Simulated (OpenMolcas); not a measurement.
# Relativistic diatomic calculation for GeS (part 2 of 2)

The same run, continued: GeS. Method: SA-CASSCF(8,7)/XMS-CASPT2 + RASSI spin-orbit (X2C scalar, AMFI), ANO-RCC-VTZP (OpenMolcas).

## Output (extracts), continued
```
++ Dipole transition strengths (spin-free states):
     for osc. strength at least  1.00000000E-05
      From   To        Osc. strength     Einstein coefficients Ax, Ay, Az (sec-1)    Total A (sec-1)
         1   12       1.76078713E-02  6.94025804E+06  8.42558155E+06  0.00000000E+00  1.53658396E+07
         1   13       1.76078708E-02  8.42558199E+06  6.94025719E+06  0.00000000E+00  1.53658392E+07
         1    5       2.51922481E-01  0.00000000E+00  0.00000000E+00  3.63785374E+08  3.63785374E+08
         6   10       1.04974198E-04  1.61557129E+01  2.10017568E-01  0.00000000E+00  1.63657305E+01
         6   11       1.04975837E-04  2.10026964E-01  1.61564825E+01  0.00000000E+00  1.63665094E+01
        10    7       4.31508915E-04  6.12723166E+02  1.84975446E+03  0.00000000E+00  2.46247762E+03
        10    8       4.32198887E-04  1.85864485E+03  6.15668009E+02  0.00000000E+00  2.47431286E+03
        10    9       5.81275372E-04  1.54045514E+02  1.14150865E+04  0.00000000E+00  1.15691320E+04
        11    7       4.31507504E-04  1.84973884E+03  6.12717720E+02  0.00000000E+00  2.46245656E+03
        11    8       4.32197928E-04  6.15663896E+02  1.85863042E+03  0.00000000E+00  2.47429431E+03
        11    9       5.81274770E-04  1.14150416E+04  1.54045638E+02  0.00000000E+00  1.15690873E+04
         2   12       3.74239149E-04  9.08682993E+02  7.47322063E+02  0.00000000E+00  1.65600506E+03
         2   13       3.74239002E-04  7.47321521E+02  9.08682885E+02  0.00000000E+00  1.65600441E+03
         3   12       2.27091689E-04  4.10280751E+00  7.61764056E+02  0.00000000E+00  7.65866864E+02
         3   13       2.27091781E-04  7.61764394E+02  4.10277960E+00  0.00000000E+00  7.65867174E+02
         4   12       2.24204706E-04  7.33078998E+02  3.94829148E+00  0.00000000E+00  7.37027289E+02
         4   13       2.24204663E-04  3.94830223E+00  7.33078845E+02  0.00000000E+00  7.37027147E+02
        12    5       4.43581216E-05  1.39672960E+03  1.77769070E+03  0.00000000E+00  3.17442030E+03
        13    5       4.43581508E-05  1.77769507E+03  1.39672731E+03  0.00000000E+00  3.17442238E+03
 Electric-quadrupole - electric-quadrupole not included
 Electric-dipole - electric-octupole not included
 Electric-dipole - magnetic-quadrupole not included
   Eigenvalues of complex Hamiltonian:
  (Shifted by EMIN (a.u.) =      -2496.0365983488)
 SO State       Relative EMIN(au)   Rel lowest level(eV)    D:o, cm**(-1)      Omega
     1            -0.0000767656        0.0000000000              0.0000         0.0
     2             0.1274302324        3.4696421709          27984.5514         1.0
     3             0.1274302324        3.4696421707          27984.5514         1.0
     4             0.1276702189        3.4761725379          28037.2223         0.0
     5             0.1281721411        3.4898305356          28147.3815         0.0
     6             0.1282318479        3.4914552411          28160.4857         0.0
     7             0.1298379903        3.5351606026          28512.9932         1.0
     8             0.1298380254        3.5351615582          28513.0009         1.0
     9             0.1316796980        3.5852760209          28917.2013         2.0
    10             0.1316797109        3.5852763733          28917.2041         2.0
    11             0.1422953219        3.8741418649          31247.0614         1.0
    12             0.1422953219        3.8741418648          31247.0614         1.0
    13             0.1426101741        3.8827094289          31316.1635         2.0
    14             0.1426260206        3.8831406331          31319.6414         2.0
    15             0.1441940681        3.9258093789          31663.7880         3.0
    16             0.1441940681        3.9258093789          31663.7880         3.0
    17             0.1531091110        4.1684000552          33620.4138         0.0
    18             0.1547935348        4.2142355639          33990.1021         0.0
    19             0.1550684395        4.2217161011          34050.4367         1.0
    20             0.1550684395        4.2217161010          34050.4367         1.0
    21             0.1551955743        4.2251756160          34078.3396         2.0
    22             0.1553185041        4.2285207047          34105.3195         2.0
    23             0.1648942607        4.4890903161          36206.9552         1.0
    24             0.1648942606        4.4890903134          36206.9552         1.0
    25             0.2120187698        5.7714135361          46549.5895         0.0
    26             0.2332273350        6.3485279946          51204.3315         3.0
    27             0.2332273350        6.3485279946          51204.3315         3.0
    28             0.2336569497        6.3602184052          51298.6210         2.0
    29             0.2336569539        6.3602185203          51298.6219         2.0
    30             0.2340985226        6.3722342169          51395.5351         1.0
    31             0.2340985226        6.3722342170          51395.5351         1.0
    32             0.2345494979        6.3845058800          51494.5127         0.0
    33             0.2345550324        6.3846564811          51495.7274         0.0
    34             0.2350183338        6.3972635546          51597.4103         1.0
    35             0.2350183338        6.3972635546          51597.4103         1.0
 Weights of the five most important spin-orbit-free states for each spin-orbit state.
 SO State  Total energy (au)           Spin-free states, spin, and weights
    1        -0.000077       1 0.0  0.9994   10 1.0  0.0003   11 1.0  0.0003    9 1.0  0.0000    5 0.0  0.0000
    2         0.127430       6 1.0  0.9897    9 1.0  0.0100   11 1.0  0.0001   15 2.0  0.0001   14 2.0  0.0001
    3         0.127430       6 1.0  0.9897    9 1.0  0.0100   10 1.0  0.0001   14 2.0  0.0001   15 2.0  0.0001
    4         0.127670       6 1.0  0.9943   10 1.0  0.0020   11 1.0  0.0020    2 0.0  0.0014   15 2.0  0.0001
    5         0.128172      10 1.0  0.4979   11 1.0  0.4979    6 1.0  0.0040    2 0.0  0.0001   14 2.0  0.0000
    6         0.128232      10 1.0  0.4996   11 1.0  0.4996    1 0.0  0.0006    5 0.0  0.0001    9 1.0  0.0000
    7         0.129838      10 1.0  0.9973   12 0.0  0.0017   13 0.0  0.0009    6 1.0  0.0001    7 1.0  0.0000
    8         0.129838      11 1.0  0.9973   13 0.0  0.0017   12 0.0  0.0009    6 1.0  0.0001    7 1.0  0.0000
    9         0.131680      11 1.0  0.4999   10 1.0  0.4999    3 0.0  0.0001    8 1.0  0.0000    7 1.0  0.0000
   10         0.131680      11 1.0  0.4999   10 1.0  0.4999    4 0.0  0.0001    7 1.0  0.0000    8 1.0  0.0000
   11         0.142295       7 1.0  0.5055    8 1.0  0.4943   14 2.0  0.0001   10 1.0  0.0000   11 1.0  0.0000
   12         0.142295       7 1.0  0.5055    8 1.0  0.4943   15 2.0  0.0001   11 1.0  0.0000   10 1.0  0.0000
   13         0.142610       7 1.0  0.9335    4 0.0  0.0386    8 1.0  0.0168    3 0.0  0.0109   15 2.0  0.0001
   14         0.142626       8 1.0  0.9327    3 0.0  0.0395    7 1.0  0.0169    4 0.0  0.0107   15 2.0  0.0001
   15         0.144194       8 1.0  0.5054    7 1.0  0.4942   15 2.0  0.0002   14 2.0  0.0002   11 1.0  0.0000
   16         0.144194       8 1.0  0.5054    7 1.0  0.4942   15 2.0  0.0002   14 2.0  0.0002   11 1.0  0.0000
   17         0.153109       2 0.0  0.9984    6 1.0  0.0015   11 1.0  0.0000   10 1.0  0.0000    9 1.0  0.0000
   18         0.154794       9 1.0  0.9995    5 0.0  0.0001   14 2.0  0.0001   15 2.0  0.0001    1 0.0  0.0000
   19         0.155068       9 1.0  0.9897    6 1.0  0.0100   14 2.0  0.0002   15 2.0  0.0002   13 0.0  0.0000
   20         0.155068       9 1.0  0.9897    6 1.0  0.0100   15 2.0  0.0002   14 2.0  0.0002   12 0.0  0.0000
   21         0.155196       3 0.0  0.9495    8 1.0  0.0444    7 1.0  0.0060   11 1.0  0.0001   10 1.0  0.0001
   22         0.155319       4 0.0  0.9506    7 1.0  0.0434    8 1.0  0.0059   10 1.0  0.0001   11 1.0  0.0001
   23         0.164894      13 0.0  0.5874   12 0.0  0.4100   11 1.0  0.0025    6 1.0  0.0000    9 1.0  0.0000
   24         0.164894      12 0.0  0.5874   13 0.0  0.4100   10 1.0  0.0025    6 1.0  0.0000    9 1.0  0.0000
   25         0.212019       5 0.0  0.9997    9 1.0  0.0001   11 1.0  0.0001   10 1.0  0.0001   14 2.0  0.0000
   26         0.233227      15 2.0  0.4998   14 2.0  0.4998    8 1.0  0.0002    7 1.0  0.0002    9 1.0  0.0000
   27         0.233227      15 2.0  0.4998   14 2.0  0.4998    8 1.0  0.0002    7 1.0  0.0002    9 1.0  0.0000
   28         0.233657      14 2.0  0.4999   15 2.0  0.4999    7 1.0  0.0002   10 1.0  0.0000   11 1.0  0.0000
   29         0.233657      14 2.0  0.4999   15 2.0  0.4999    8 1.0  0.0002   10 1.0  0.0000   11 1.0  0.0000
   30         0.234099      14 2.0  0.6125   15 2.0  0.3874    9 1.0  0.0000    8 1.0  0.0000    7 1.0  0.0000
   31         0.234099      15 2.0  0.6125   14 2.0  0.3874    9 1.0  0.0000    8 1.0  0.0000    7 1.0  0.0000
   32         0.234549      15 2.0  0.4999   14 2.0  0.4999    6 1.0  0.0001   10 1.0  0.0000   11 1.0  0.0000
   33         0.234555      15 2.0  0.4999   14 2.0  0.4999    9 1.0  0.0003   10 1.0  0.0000   11 1.0  0.0000
   34         0.235018      14 2.0  0.4998   15 2.0  0.4998    9 1.0  0.0003    6 1.0  0.0001   12 0.0  0.0000
   35         0.235018      14 2.0  0.4998   15 2.0  0.4998    9 1.0  0.0003    6 1.0  0.0001   12 0.0  0.0000
++ Dipole transition strengths (SO states):
        for osc. strength at least   1.00000000E-05
      From   To        Osc. strength     Einstein coefficients Ax, Ay, Az (sec-1)    Total A (sec-1)
         1    6       2.55503301E-05  0.00000000E+00  0.00000000E+00  1.35150925E+04  1.35150925E+04
         1    7       3.16416746E-05  2.13159191E+02  1.69456564E+04  0.00000000E+00  1.71588156E+04
         1    8       3.16417521E-05  1.69457075E+04  2.13159367E+02  0.00000000E+00  1.71588669E+04
         1   18       4.17778662E-05  0.00000000E+00  0.00000000E+00  3.21953699E+04  3.21953699E+04
         1   23       1.75752332E-02  1.53425808E+07  2.57723088E+04  0.00000000E+00  1.53683531E+07
         1   24       1.75752318E-02  2.57723334E+04  1.53425796E+07  0.00000000E+00  1.53683519E+07
         1   25       2.51781214E-01  0.00000000E+00  0.00000000E+00  3.63912740E+08  3.63912740E+08
         2    5       2.00092262E-05  3.14624012E-05  3.53837217E-01  0.00000000E+00  3.53868680E-01
         2    6       2.16254726E-05  4.46447418E-01  3.95142571E-05  0.00000000E+00  4.46486932E-01
         2    9       8.66090873E-05  2.40188372E+01  2.62319630E+01  0.00000000E+00  5.02508003E+01
         2   10       8.66098346E-05  2.62317968E+01  2.40197433E+01  0.00000000E+00  5.02515402E+01
         2   20       1.12871525E-05  0.00000000E+00  0.00000000E+00  2.77022478E+02  2.77022478E+02
         3    5       2.00095704E-05  3.53843325E-01  3.14473904E-05  0.00000000E+00  3.53874773E-01
         3    6       2.16250944E-05  3.95334607E-05  4.46439594E-01  0.00000000E+00  4.46479127E-01
         3    9       8.66094380E-05  2.62315006E+01  2.40195032E+01  0.00000000E+00  5.02510038E+01
         3   10       8.66095159E-05  2.40190886E+01  2.62322668E+01  0.00000000E+00  5.02513554E+01
         3   19       1.12871521E-05  0.00000000E+00  0.00000000E+00  2.77022468E+02  2.77022468E+02
         4    7       1.02944711E-04  1.53431136E+01  2.00138167E-01  0.00000000E+00  1.55432518E+01
         4    8       1.02946338E-04  2.00147250E-01  1.53438539E+01  0.00000000E+00  1.55440012E+01
         5   11       4.55685147E-04  2.24332635E+03  6.77063277E+02  0.00000000E+00  2.92038963E+03
         5   12       4.55685431E-04  6.77064129E+02  2.24332732E+03  0.00000000E+00  2.92039145E+03
         5   19       2.26703220E-04  5.01394680E+03  2.55361409E+02  0.00000000E+00  5.26930820E+03
         5   20       2.26707985E-04  2.55348575E+02  5.01407038E+03  0.00000000E+00  5.26941895E+03
         6   11       4.55163948E-04  6.70660098E+02  2.22177731E+03  0.00000000E+00  2.89243741E+03
         6   12       4.55163665E-04  2.22177638E+03  6.70659233E+02  0.00000000E+00  2.89243561E+03
         6   19       2.27909264E-04  2.55493873E+02  5.01835373E+03  0.00000000E+00  5.27384760E+03
         6   20       2.27904400E-04  5.01822815E+03  2.55506919E+02  0.00000000E+00  5.27373507E+03
         6   25       7.14131401E-05  0.00000000E+00  0.00000000E+00  1.61079950E+04  1.61079950E+04
         7   13       3.99443285E-04  3.01320407E+02  1.79229221E+03  0.00000000E+00  2.09361261E+03
         7   14
```

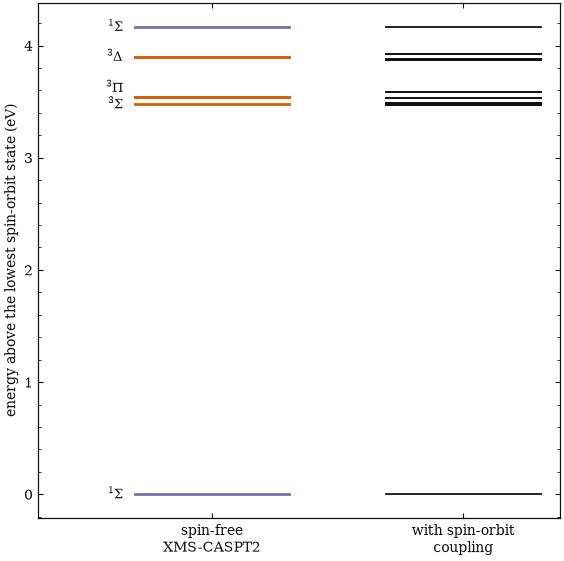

Fig. 1: States up to 4.2 eV at 2.025 Å, without spin-orbit coupling (left, a colour for each spin multiplicity) and with it (right, where close levels merge). The spin-free states run ¹Σ (0.00 eV), ³Σ (3.48 eV), ³Π (3.54 eV), ³Δ (3.90 eV), ¹Σ (4.17 eV) from the lowest. The lowest spin-orbit levels have |Ω| = 0 (0 cm⁻¹), 1 (27,985 cm⁻¹), 0 (28,037 cm⁻¹), 0 (28,147 cm⁻¹), 0 (28,160 cm⁻¹).

## Results in brief

- outcome: converged; components of a degenerate state are split by 29 cm⁻¹
- lowest spin-free state: ¹Σ
- lowest spin-orbit level: Ω = 0, −2496.03668 hartree
- next level: Ω = 1, 27,985 cm⁻¹
- hardware: 1 thread of Arm Neoverse V2, 128 GiB of memory available, shared host
- wall time: 28 s
- peak memory: 0.27 GiB

## Notes

To bear in mind: the two components of ¹Δ at 4.21 eV, degenerate in CASSCF as they must be, are split by 29 cm⁻¹ in XMS-CASPT2, an artefact that passes into its spin-orbit levels.
